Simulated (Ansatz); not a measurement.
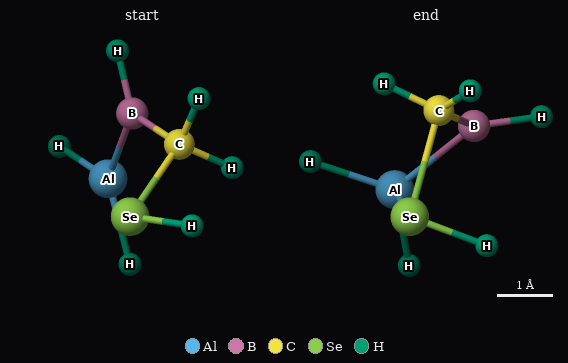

The structure of CH6AlBSe before (left) and after (right) a relaxation, at one scale.

The picture is a ball-and-stick view, seen from a free direction.

The run prepares an end point of a later path (hydrogen shift) calculation, from a guessed geometry.

The calculation used RKS PBE-D4/def2-mTZVP (Ansatz).

The input:
```yaml
crystal:
  periodic: [false, false, false]
  atoms:
    - { symbol: Al, position_ang: [-0.7124, 1.9042, -0.116] }
    - { symbol: B, position_ang: [-0.4215, 0.1497, 0.8429] }
    - { symbol: C, position_ang: [0.5502, -0.925, 0.2315] }
    - { symbol: Se, position_ang: [-0.0963, -1.7061, -1.3687] }
    - { symbol: H, position_ang: [-0.0699, 2.223, -1.5583] }
    - { symbol: H, position_ang: [-1.7169, 3.0608, 0.5309] }
    - { symbol: H, position_ang: [-0.8687, -0.0164, 1.9145] }
    - { symbol: H, position_ang: [0.7893, -1.7096, 0.9889] }
    - { symbol: H, position_ang: [1.5566, -0.4261, 0.0481] }
    - { symbol: H, position_ang: [1.0728, -2.6056, -1.511] }
basis:
  gaussian: { orbitals: def2-mTZVP }
hamiltonian:
  xc: pbe
  dispersion: d4
relax:
  f_tol: 0.02
  max_steps: 50
```

Launched with:
```bash
ansatz run input.yaml --threads 2 --pin off --max-ram 3072MiB --backend cpu --events-out ev --progress --plain --runs-dir out
```

Describe what moved and what it gained.

Answer. The relaxation stopped without meeting its thresholds, so the last structure isn't shown to be converged. It used up its limit of 50 steps. H7 moves most after the best rigid fit: 2.83 Å. Largest moves by element: H 2.83 Å, B 1.09 Å, C 0.77 Å, Se 0.67 Å, Al 0.42 Å. Among the contacts that change: Al1–Se4 3.871 → 2.808 Å, C3–Se4 1.894 → 2.022 Å, Al1–B2 2.020 → 2.137 Å, B2–H7 1.173 → 1.249 Å. New bonds form: Al1–Se4 (3.87 → 2.81 Å). Among the angles between lasting bonds that change: B2–C3–Se4 113.5° → 92.9°, B2–C3–H9 108.0° → 123.7°, Al1–B2–C3 119.9° → 105.7°. Groups turn about Al1–B2 by about 145°, C3–Se4 by about 125°. After 44 accepted moves (49 points after the start) the energy has fallen by 22.4 kcal/mol. Largest force component: 2.3 eV/Å at the start, 0.62 eV/Å at the end. The line search rejected the trial steps at points 19, 27, 33, 36, 42 of the run.
